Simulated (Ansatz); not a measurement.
## W (Im-3m): Drude plasma energy against volume

The cell of W (Im-3m) is scaled evenly and the response computed anew at each volume, on one mesh.

Cell: a, b, c = 2.741, 2.741, 2.741 Å (primitive vectors), 1 atoms.

Method: Ansatz 0.2.0, PBE, independent particles, k-mesh 20×20×20 with interpolation inside its cells, Gaussian parameter 0.1 eV.

Launch of the response step: `ansatz run input.yaml --threads 4 --pin off --max-ram 8192MiB --backend cpu --events-out ev --progress --plain --runs-dir out`. The series took 60 s in all, on 4 threads of Intel(R) Xeon(R) Platinum 8488C (Sapphire Rapids) (shared host).

| V/V₀ | V (Å³, primitive cell) | Drude plasma energy (eV) |
| --- | --- | --- |
| 0.94 | 14.90 | ? |
| 0.96 | 15.21 | 8.148 |
| 0.98 | 15.53 | 7.918 |
| 1.00 | 15.85 | 7.703 |
| 1.02 | 16.16 | 7.499 |
| 1.04 | 16.48 | 7.305 |
| 1.06 | 16.80 | 7.129 |

For small changes the quantity should be close to linear in ln V.

Working, on the rows shown:

| x = ln(V/V₀) | y = Drude plasma energy |
| --- | --- |
| -0.040822 | 8.148 |
| -0.0202027 | 7.918 |
| 0 | 7.703 |
| 0.0198026 | 7.499 |
| 0.0392207 | 7.305 |
| 0.0582689 | 7.129 |

Means: x̄ = 0.0093779, ȳ = 7.617. Σ(x − x̄)(y − ȳ) = -0.07077, Σ(x − x̄)² = 0.006873. Slope = -0.07077 / 0.006873 = -10.3; intercept = ȳ − slope · x̄ = 7.7136. The line misses the rows shown by at most 0.015 eV.

Problem. Predict the last column of the withheld row from the fit.

Solution. At x = -0.061875 the line gives y = 8.3507 eV. The run gave 8.390 eV, so the extrapolation is off by 0.039 eV, 3 % of the range in the table.

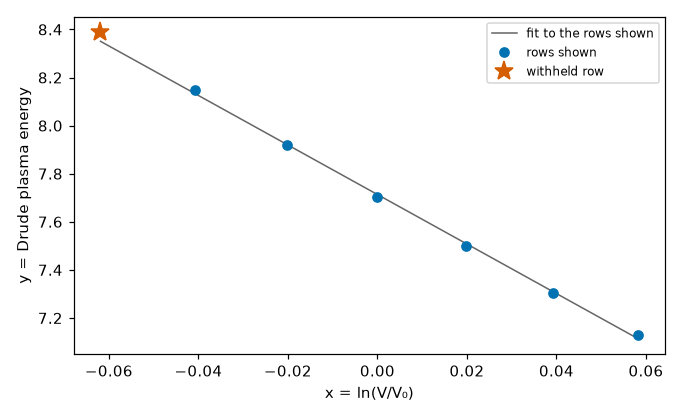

Between the rows on either side of x = 0 the slope is (7.499 − 7.918) / (0.019803 − (-0.020203)) = -10.47. So d ln ωp/d ln V = -1.36; free electrons would give −0.50. The values come from a sum over the points of one k-mesh and carry its error, which is largest for Fermi-surface quantities. Spin-orbit coupling is left out.
